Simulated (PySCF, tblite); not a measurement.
# H8OS3Si3: geometry, infrared bands and NMR shifts

Wanted: the infrared bands and NMR shifts of H8OS3Si3 (`S[SiH2]O[SiH2]S[SiH2]S`), by calculation.

Computed with tblite 0.8.0 and PySCF 2.14.0, with density-fitted response routines of our own, on a single molecule in the gas phase. Atoms are numbered from 0 throughout.

### 1 Starting geometry

15 atoms, charge 0, multiplicity 1; geometry from: force field or distance geometry start.

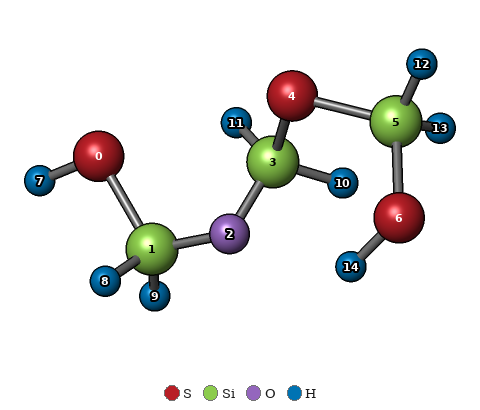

As it starts; sulfur red, silicon green, oxygen purple, hydrogen blue, atoms numbered; sticks join atoms by distance.

### 2 Relaxing the molecule with GFN2-xTB

What the job is given:

```
{"job": {"kind": "relax", "xc": "GFN2-xTB", "basis": "xTB"}, "charge": 0, "multiplicity": 1}
S      3.301400    -1.093200     0.562100
Si     2.519300     0.628500    -0.463100
O      0.841500     0.703100    -0.502800
Si     0.043200    -0.788900    -0.496200
S     -1.308100    -0.802500     1.203900
Si    -3.225000    -0.177100     0.454300
S     -3.340000     1.935600     0.145100
H      4.699800    -1.050000     0.348700
H      2.999200     1.799700     0.310600
H      3.164000     0.659400    -1.761600
H     -0.828900    -0.871200    -1.684100
H      0.938000    -1.951000    -0.460600
H     -4.274500    -0.589400     1.416600
H     -3.425200    -0.858000    -0.826500
H     -2.109100     2.462800    -0.279600
```

The run is started by

```
> OMP_NUM_THREADS=1 python probes_run.py task.json out
```

This one command runs all jobs of the session in turn.

The program printed:

```text
step      E/eV     max force
  0    -632.96472    2.359
  1    -633.16521    1.768
  2    -633.35414    0.962
  3    -633.41664    0.826
  4    -633.56929    0.842
  5    -633.58876    0.654
  6    -633.63289    0.355
  7    -633.64347    0.346
  8    -633.66435    0.391
  9    -633.68293    0.344
 10    -633.70363    0.316
 11    -633.71417    0.241
 12    -633.71815    0.194
 13    -633.72156    0.202
 14    -633.72700    0.211
 15    -633.73372    0.260
 16    -633.73981    0.225
 17    -633.74370    0.140
 18    -633.74653    0.140
 19    -633.74923    0.154
 20    -633.75233    0.133
 21    -633.75590    0.138
 22    -633.75974    0.139
 23    -633.76336    0.164
 24    -633.76599    0.156
 25    -633.76770    0.103
 26    -633.76934    0.105
 27    -633.77180    0.164
 28    -633.77580    0.244
 29    -633.78095    0.274
 30    -633.78519    0.189
 31    -633.78755    0.093
 32    -633.78877    0.087
 33    -633.78980    0.097
 34    -633.79101    0.080
 35    -633.79238    0.092
 36    -633.79385    0.094
 37    -633.79521    0.112
 38    -633.79609    0.071
 39    -633.79673    0.089
 40    -633.79728    0.073
 41    -633.79846    0.103
 42    -633.79947    0.141
 43    -633.80115    0.148
 44    -633.80244    0.101
 45    -633.80351    0.086
 46    -633.80432    0.074
 47    -633.80558    0.100
 48    -633.80838    0.177
 49    -633.78490    0.912
 50    -633.81177    0.194
 51    -633.81415    0.122
 52    -633.77962    1.102
 53    -633.81731    0.106
 54    -633.81903    0.069
 55    -633.81766    0.451
 56    -633.82181    0.082
 57    -633.82267    0.086
 58    -633.82406    0.218
 59    -633.82517    0.148
 60    -633.82859    0.079
 61    -633.83024    0.067
 62    -633.83168    0.073
 63    -633.83250    0.053
 64    -633.83323    0.045
 65    -633.83385    0.060
 66    -633.83464    0.066
 67    -633.83557    0.073
 68    -633.83638    0.067
 69    -633.83701    0.046
 70    -633.83748    0.043
 71    -633.83789    0.073
 72    -633.83818    0.048
 73    -633.83862    0.045
 74    -633.83916    0.048
 75    -633.83949    0.039
 76    -633.83971    0.033
 77    -633.83991    0.030
 78    -633.84022    0.043
 79    -633.84065    0.053
 80    -633.84110    0.040
 81    -633.84135    0.024
 82    -633.84145    0.025
 83    -633.84153    0.024
 84    -633.84170    0.034
 85    -633.84199    0.045
 86    -633.84244    0.060
 87    -633.84290    0.067
 88    -633.84324    0.044
 89    -633.84348    0.041
 90    -633.84369    0.044
 91    -633.84397    0.057
 92    -633.84445    0.075
 93    -633.84530    0.090
 94    -633.84633    0.069
 95    -633.84696    0.039
 96    -633.84722    0.036
 97    -633.84734    0.037
 98    -633.84752    0.040
 99    -633.84783    0.044
100    -633.84842    0.054
101    -633.84899    0.051
102    -633.84934    0.038
103    -633.84950    0.032
104    -633.84962    0.029
105    -633.84975    0.028
106    -633.84996    0.036
107    -633.85025    0.049
108    -633.85068    0.064
109    -633.85129    0.072
110    -633.85196    0.067
111    -633.85240    0.049
112    -633.85261    0.044
113    -633.85279    0.044
114    -633.85306    0.045
115    -633.85371    0.078
116    -633.85443    0.081
117    -633.85515    0.076
118    -633.85571    0.059
119    -633.85605    0.043
120    -633.85617    0.031
121    -633.85628    0.022
122    -633.85634    0.016
123    -633.85637    0.027
124    -633.85643    0.016
125    -633.85647    0.020
126    -633.85655    0.034
127    -633.85669    0.042
128    -633.85684    0.038
129    -633.85702    0.037
130    -633.85720    0.035
131    -633.85737    0.046
132    -633.85756    0.047
133    -633.85776    0.042
134    -633.85796    0.038
135    -633.85825    0.038
136    -633.85847    0.044
137    -633.85867    0.029
138    -633.85886    0.038
139    -633.85918    0.048
140    -633.85942    0.038
141    -633.85970    0.038
142    -633.85988    0.050
143    -633.86010    0.035
144    -633.86029    0.032
145    -633.86049    0.031
146    -633.86065    0.032
147    -633.86086    0.033
148    -633.86106    0.033
149    -633.86121    0.028
150    -633.86132    0.023
151    -633.86140    0.027
152    -633.86148    0.028
153    -633.86156    0.025
154    -633.86176    0.031
155    -633.86195    0.039
156    -633.86236    0.058
157    -633.86284    0.064
158    -633.86340    0.055
159    -633.86393    0.050
160    -633.86450    0.060
161    -633.86516    0.067
162    -633.86236    0.202
163    -633.86626    0.119
164    -633.86667    0.094
165    -633.86769    0.072
166    -633.86847    0.078
167    -633.87095    0.114
168    -633.87539    0.116
169    -633.87896    0.213
170    -633.88160    0.214
171    -633.88345    0.124
172    -633.88411    0.260
173    -633.88056    0.412
174    -633.88728    0.098
175    -633.88881    0.121
176    -633.89064    0.123
177    -633.89280    0.127
178    -633.89389    0.095
179    -633.89519    0.079
180    -633.89664    0.067
181    -633.89712    0.097
182    -633.89766    0.056
183    -633.89856    0.088
184    -633.89943    0.086
185    -633.90054    0.102
186    -633.90186    0.093
187    -633.90280    0.063
188    -633.90345    0.108
189    -633.90405    0.069
190    -633.90462    0.067
191    -633.90545    0.085
192    -633.90668    0.121
193    -633.90771    0.142
194    -633.90861    0.109
195    -633.90947    0.061
196    -633.91010    0.059
197    -633.91074    0.085
198    -633.91061    0.066
199    -633.91147    0.047
200    -633.91175    0.063
201    -633.91214    0.042
202    -633.91277    0.045
203    -633.91328    0.057
204    -633.91416    0.061
205    -633.91480    0.092
206    -633.91537    0.068
207    -633.91599    0.046
208    -633.91645    0.038
209    -633.91658    0.032
210    -633.91665    0.028
211    -633.91675    0.024
212    -633.91683    0.021
213    -633.91689    0.023
214    -633.91693    0.021
215    -633.91698    0.015
216    -633.91702    0.013
217    -633.91705    0.017
218    -633.91708    0.015
219    -633.91711    0.015
220    -633.91713    0.016
221    -633.91714    0.014
222    -633.91716    0.013
223    -633.91718    0.013
224    -633.91722    0.014
225    -633.91726    0.014
226    -633.91730    0.014
227    -633.91733    0.012
228    -633.91736    0.010
229    -633.91740    0.011
230    -633.91743    0.011
231    -633.91746    0.010
232    -633.91748    0.009
```

Run time: 2.8 s. Hardware: 1 thread of Arm Neoverse V1, shared host; peak memory 0.18 GiB.

Along the way: (not every step is listed)

| step | energy from step 0 (eV) | largest force (eV/Å) |
| --- | --- | --- |
| 0 | 0.0000 | 2.3592 |
| 1 | -0.2005 | 1.7680 |
| 2 | -0.3894 | 0.9620 |
| 3 | -0.4519 | 0.8262 |
| 4 | -0.6046 | 0.8420 |
| 5 | -0.6240 | 0.6536 |
| 6 | -0.6682 | 0.3550 |
| 7 | -0.6787 | 0.3459 |
| 8 | -0.6996 | 0.3910 |
| 29 | -0.8162 | 0.2742 |
| 50 | -0.8470 | 0.1937 |
| 71 | -0.8732 | 0.0734 |
| 92 | -0.8797 | 0.0753 |
| 113 | -0.8881 | 0.0439 |
| 134 | -0.8932 | 0.0383 |
| 155 | -0.8972 | 0.0388 |
| 176 | -0.9259 | 0.1235 |
| 197 | -0.9460 | 0.0855 |
| 218 | -0.9524 | 0.0150 |
| 227 | -0.9526 | 0.0121 |
| 228 | -0.9526 | 0.0095 |
| 229 | -0.9527 | 0.0112 |
| 230 | -0.9527 | 0.0112 |
| 231 | -0.9527 | 0.0098 |
| 232 | -0.9528 | 0.0094 |

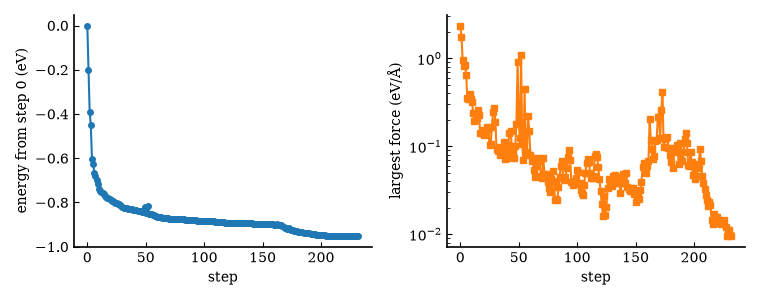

Energy and force, step by step.

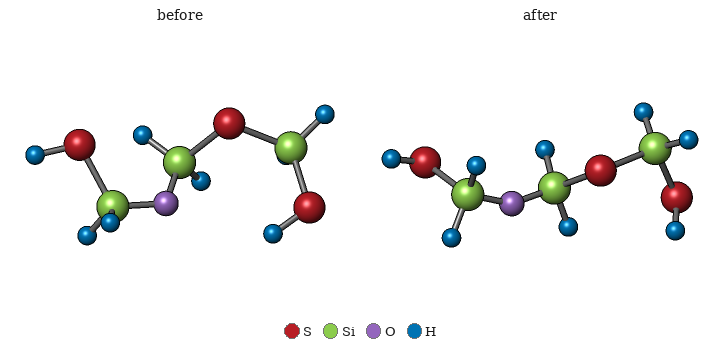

The geometry before (left) and after (right).

Close pairs (by a distance rule), those that changed most:

| bond | before (Å) | after (Å) | change (Å) |
| --- | --- | --- | --- |
| S0–H7 | 1.415 | 1.324 | -0.091 |
| O2–Si3 | 1.692 | 1.611 | -0.081 |
| S6–H14 | 1.405 | 1.325 | -0.079 |
| Si1–O2 | 1.680 | 1.613 | -0.067 |
| Si5–H12 | 1.482 | 1.450 | -0.033 |
| Si1–H8 | 1.483 | 1.453 | -0.030 |
| Si3–S4 | 2.172 | 2.146 | -0.025 |
| Si3–H10 | 1.476 | 1.451 | -0.025 |

The final coordinates are the input of the step that follows.

### 3 Infrared spectrum with GFN2-xTB

What the job is given:

```
{"job": {"kind": "ir", "xc": "GFN2-xTB", "basis": "xTB"}, "charge": 0, "multiplicity": 1}
S      3.716982    -1.518498    -0.593583
Si     2.908515     0.357576     0.051163
O      1.428863     0.410983    -0.588910
Si    -0.082125    -0.122248    -0.752744
S     -1.128018     0.668998     0.946223
Si    -3.097748    -0.136585     0.686391
S     -3.920360     0.401621    -1.220504
H      4.906362    -1.374996    -0.028819
H      2.838624     0.369420     1.502616
H      3.609176     1.460098    -0.581850
H     -0.545436     0.505629    -1.975672
H     -0.131250    -1.573354    -0.697378
H     -3.863628     0.468736     1.758078
H     -3.086049    -1.585665     0.654790
H     -3.558323     1.676276    -1.193023
```

The program printed:

```text
mode    cm-1     km/mol
  1      10.5      0.93
  2      16.8      1.22
  3      28.0      4.63
  4      41.6      4.98
  5      75.0     11.68
  6      90.8      3.11
  7     134.1     12.44
  8     147.9     24.44
  9     165.4     11.60
 10     181.9     28.60
 11     231.7     11.86
 12     443.7     31.16
 13     467.9     14.00
 14     485.2    133.98
 15     494.7     75.16
 16     506.9    123.53
 17     513.6    127.11
 18     543.7     90.86
 19     575.8     32.45
 20     586.1      5.36
 21     604.1      7.93
 22     623.3     23.16
 23     665.5    215.91
 24     688.4    163.45
 25     714.9    859.11
 26     733.3    215.31
 27     735.6     49.51
 28     752.3    173.47
 29     761.7    467.74
 30     786.1     27.23
 31    1111.8    729.22
 32    2331.0    161.01
 33    2335.3    223.32
 34    2354.1    128.44
 35    2364.1    160.93
 36    2372.4    248.22
 37    2375.7    114.57
 38    2460.0    103.55
 39    2470.4    107.11
```

Wall time 0.94 s (1 thread of Arm Neoverse V1, shared host); peak memory 0.18 GiB.

Which atoms move in the most intense modes:

| cm⁻¹ | km/mol | atoms |
| --- | --- | --- |
| 666 | 215.9 | H12 51 %, H14 31 % |
| 715 | 859.1 | H10 16 %, H14 16 %, H12 16 %, H11 14 % |
| 733 | 215.3 | H12 29 %, H13 26 % |
| 752 | 173.5 | H14 16 %, H11 16 %, H10 15 %, H8 14 % |
| 762 | 467.7 | H8 23 %, H9 21 %, H10 20 %, H11 19 % |
| 1112 | 729.2 | O2 78 % |
| 2335 | 223.3 | H11 74 %, H8 17 % |
| 2372 | 248.2 | H13 65 %, H12 23 % |

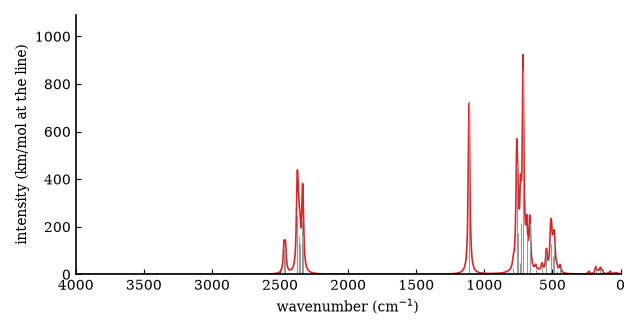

The infrared spectrum from these modes, unscaled. Lines are broadened to a width of 14 cm⁻¹ (Lorentzian).

### 4 Shielding tensors: PBE0/pcSseg-1

The job, as its differences from that of step 3:

```diff
@@ -1,2 +1,2 @@
-{"job": {"kind": "ir", "xc": "GFN2-xTB", "basis": "xTB"}, "charge": 0, "multiplicity": 1}
+{"job": {"kind": "nmr", "xc": "PBE0", "basis": "pcSseg-1"}, "charge": 0, "multiplicity": 1}
 S      3.716982    -1.518498    -0.593583
```

Method: GIAO PBE0/pcSseg-1 NMR shielding, non-relativistic, gas phase.

The program printed:

```text
coarse grid: 15792 points
cycle   1  E = -2142.1288017962  dE =  6.744e-01  |g| = 8.044e-01  |ddm| = 3.717e+00
cycle   2  E = -2141.9464250311  dE =  1.824e-01  |g| = 1.270e+00  |ddm| = 1.751e+00
cycle   3  E = -2142.2530989875  dE = -3.067e-01  |g| = 1.281e-01  |ddm| = 1.167e+00
cycle   4  E = -2142.2566354786  dE = -3.536e-03  |g| = 4.348e-02  |ddm| = 1.911e-01
cycle   5  E = -2142.2570749054  dE = -4.394e-04  |g| = 5.473e-03  |ddm| = 5.735e-02
cycle   6  E = -2142.2570807624  dE = -5.857e-06  |g| = 2.640e-03  |ddm| = 1.074e-02
final grid: 125200 points
cycle   7  E = -2142.3116807416  dE = -1.833e-05  |g| = 8.682e-03  |ddm| = 2.475e-02
cycle   8  E = -2142.3116709459  dE =  9.796e-06  |g| = 1.152e-02  |ddm| = 1.650e-02
cycle   9  E = -2142.3116940367  dE = -2.309e-05  |g| = 1.525e-03  |ddm| = 8.924e-03
cycle  10  E = -2142.3116945026  dE = -4.659e-07  |g| = 1.077e-04  |ddm| = 1.556e-03
cycle  11  E = -2142.3116945057  dE = -3.120e-09  |g| = 4.074e-05  |ddm| = 2.153e-04
cycle  12  E = -2142.3116945062  dE = -4.779e-10  |g| = 9.886e-06  |ddm| = 6.734e-05
converged SCF energy = -2142.3116945062

GIAO shielding tensors (ppm)
atom      isotropic    diamagn.    paramagn.     s11        s22        s33       span
  0 S      742.727    1057.331    -314.605    631.630    669.929    926.621    294.991
  1 Si     365.842     879.585    -513.743    343.432    357.020    397.074     53.642
  2 O      297.082     399.686    -102.604    230.618    296.501    364.126    133.508
  3 Si     366.817     880.987    -514.170    339.390    361.778    399.283     59.893
  4 S      711.376    1063.084    -351.709    613.170    719.183    801.775    188.605
  5 Si     372.502     879.352    -506.850    300.804    402.705    413.998    113.195
  6 S      699.743    1057.282    -357.539    573.863    686.691    838.676    264.813
  7 H       31.911      27.724       4.187     24.155     26.884     44.694     20.539
  8 H       25.839      30.225      -4.386     21.692     25.487     30.338      8.645
  9 H       26.013      28.369      -2.355     21.537     24.873     31.631     10.094
 10 H       26.009      31.011      -5.002     20.493     27.124     30.410      9.917
 11 H       25.940      31.348      -5.408     21.257     26.707     29.857      8.600
 12 H       26.209      28.294      -2.086     20.917     24.946     32.763     11.846
 13 H       26.379      28.946      -2.567     22.157     25.050     31.929      9.772
 14 H       31.278      31.092       0.186     23.890     28.611     41.332     17.441
```

It took 51 s on 1 thread of Arm Neoverse V1, shared host; peak memory 0.9 GiB.

The references, computed at this level on geometries of the same kind, shield at (ppm): 1H TMS 31.72, 29Si TMS 349.2, 17O H2O 336.1, 33S CS2 504. Their shielding less the atom's gives the shift. The references are single molecules in the gas phase, so shifts against H2O, NH3, PH3, H3PO4 or CFCl3 are not on the usual liquid scales and can be off by tens of ppm. Atoms listed in one row are averaged.

| atoms | environment | σ (ppm) | δ (ppm) |
| --- | --- | --- | --- |
| H8, H9 | hydrogen on a silicon bonded to O, S | 25.93 | 5.79 |
| H10, H11 | hydrogen on a silicon bonded to O, S | 25.97 | 5.74 |
| H12, H13 | hydrogen on a silicon bonded to 2 S | 26.29 | 5.42 |
| H14 | hydrogen on a sulfur bonded to Si | 31.28 | 0.44 |
| H7 | hydrogen on a sulfur bonded to Si | 31.91 | -0.19 |
| S6 | sulfur bonded to Si, H | 700 | -196 |
| S4 | sulfur bonded to 2 Si | 711 | -208 |
| S0 | sulfur bonded to Si, H | 743 | -239 |
| Si1 | silicon bonded to O, S, 2 H | 365.8 | -16.7 |
| Si3 | silicon bonded to O, S, 2 H | 366.8 | -17.7 |
| Si5 | silicon bonded to 2 S, 2 H | 372.5 | -23.3 |
| O2 | oxygen bonded to 2 Si | 297.1 | 39.0 |

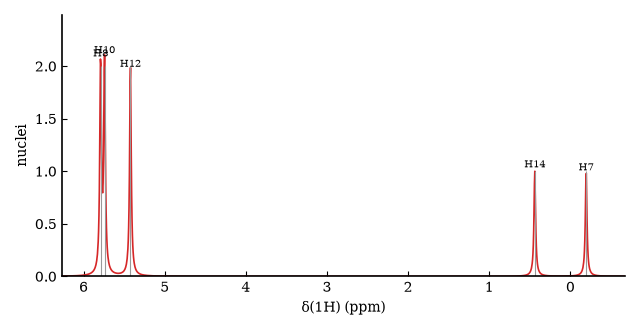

1H lines at the computed shifts, without couplings. Lines are broadened to a width of 0.02 ppm (Lorentzian).

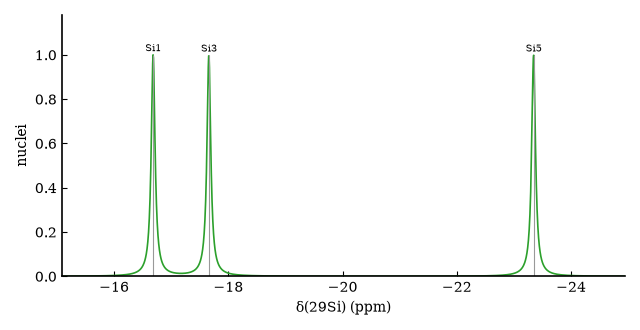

29Si lines at the computed shifts, without couplings. Lines are broadened to a width of 0.08 ppm (Lorentzian).

The run also stored atomic charges by several schemes (e):

| atoms | Mulliken | IAO | Hirshfeld | ESP fit |
| --- | --- | --- | --- | --- |
| S0 | -0.40 | -0.34 | -0.15 | -0.42 |
| Si1 | 0.80 | 0.97 | 0.39 | 0.45 |
| O2 | -0.71 | -0.88 | -0.29 | -0.26 |
| Si3 | 0.82 | 0.96 | 0.38 | 0.50 |
| S4 | -0.53 | -0.45 | -0.18 | -0.37 |
| Si5 | 0.48 | 0.62 | 0.30 | 0.31 |
| S6 | -0.37 | -0.32 | -0.13 | -0.35 |

Mulliken charges:

S0 -0.40; Si1 0.80; O2 -0.71; Si3 0.82; S4 -0.53; Si5 0.48; S6 -0.37; H7 0.15; H8 -0.09; H9 -0.10; H10 -0.07; H11 -0.08; H12 -0.03; H13 -0.02; H14 0.16

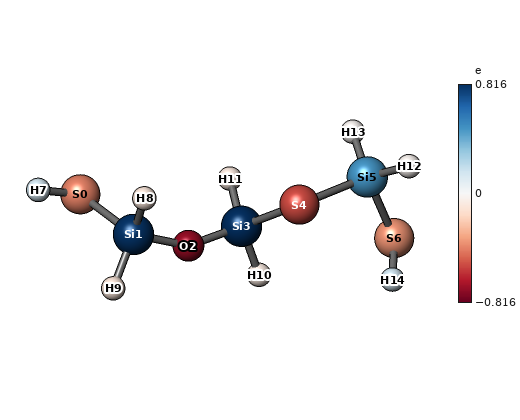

Mulliken charges, as colours on the atoms.

Mayer bond orders: S0–Si1 1.01, Si1–O2 0.93, O2–Si3 0.94, Si3–S4 0.91, S4–Si5 0.99, Si5–S6 1.01.

The fields below are evaluated on a grid from the run's orbitals.

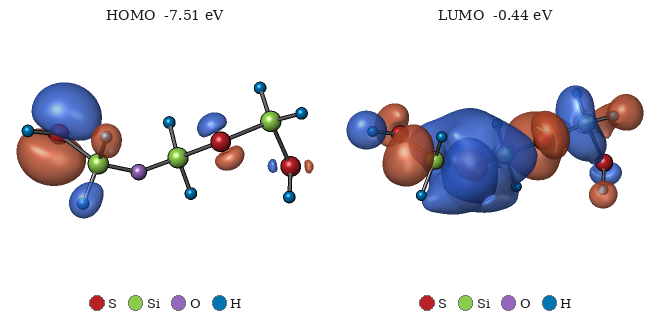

Frontier orbitals at PBE0/pcSseg-1; each surface holds 70 % of the orbital's density, blue and red mark the sign.

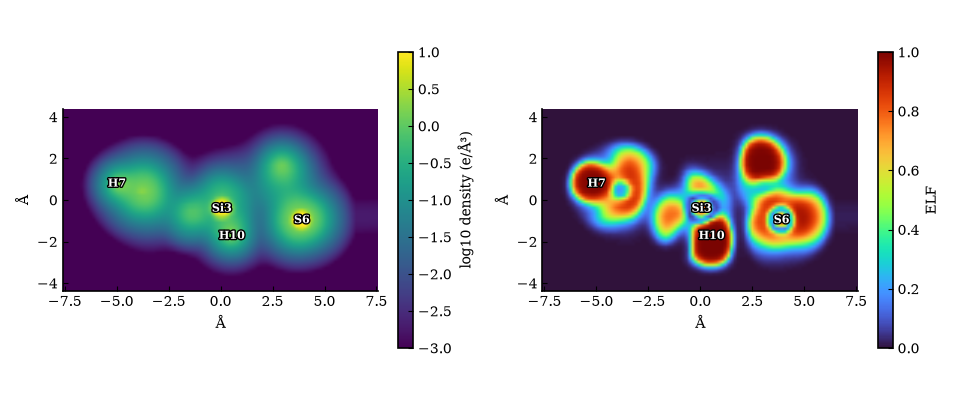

Density (left) and ELF (right) in a plane through or near 4 of the atoms.

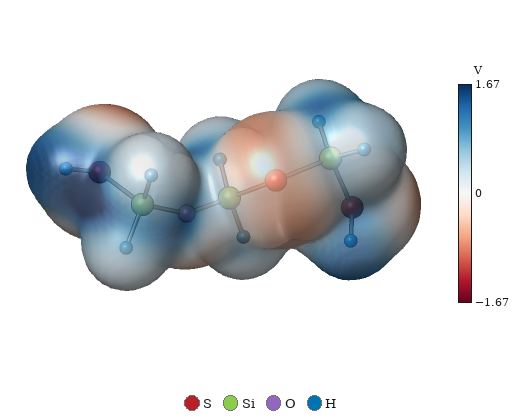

Electrostatic potential on the surface of density 0.002 e/bohr³; red is low, blue high. It runs from -0.81 V near S0 to 1.67 V near H7.

### 5 Outcome

```
                                                              quantity                              value
                             strongest single infrared mode (GFN2-xTB)               715 cm⁻¹, 859 km/mol
                                          zero-point energy (GFN2-xTB)                      47.1 kcal/mol
1H shifts against TMS (PBE0/pcSseg-1, means over atoms taken as alike)  5.79, 5.74, 5.42, 0.44, -0.19 ppm
                                33S shifts against CS2 (PBE0/pcSseg-1)               -196, -208, -239 ppm
                               29Si shifts against TMS (PBE0/pcSseg-1)            -16.7, -17.7, -23.3 ppm
                                17O shifts against H2O (PBE0/pcSseg-1)                           39.0 ppm
                                 surface potential, least and greatest                 -0.81 V and 1.67 V
```

**Reading.** Over 232 steps the energy fell by 0.953 eV; of the close pairs, S0–H7 changed most, 1.415 to 1.324 Å. No mode is imaginary among the 39: a minimum at this level. The strongest single mode, at 715 cm⁻¹, has its largest shares on H10, H14, H12 and H11 (the list is cut at 4 atoms). Unscaled tight-binding wavenumbers are off by several per cent, some by more. Its intensities can rank the bands wrongly. At PBE0/pcSseg-1: The widest tensor belongs to S0: span 295 ppm, with a paramagnetic part of -315 ppm. By nearest atom (PBE0/pcSseg-1), the HOMO sits on S0 68 %; H7 8 % and the LUMO on O2 13 %; Si3 12 %.
